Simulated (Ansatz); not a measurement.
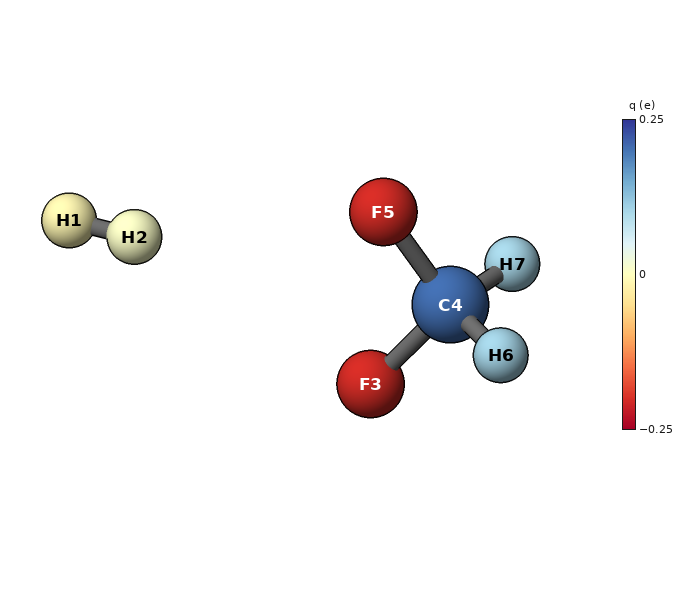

Atoms are coloured by their Mulliken charges. The computed structure is the end point of a PBE0-D4/def2-TZVP optimisation. No frequency run is at hand to confirm it as a minimum. Level of theory: RKS PBE0-D4/def2-TZVP (Ansatz 0.2.0).

List the Mulliken charges.

```
atom  value (e)
  H1      −0.01
  H2       0.01
  F3      −0.20
  C4       0.20
  F5      −0.20
  H6       0.10
  H7       0.10
```

Mulliken values depend strongly on the basis set and can even reverse the polarity of a bond.
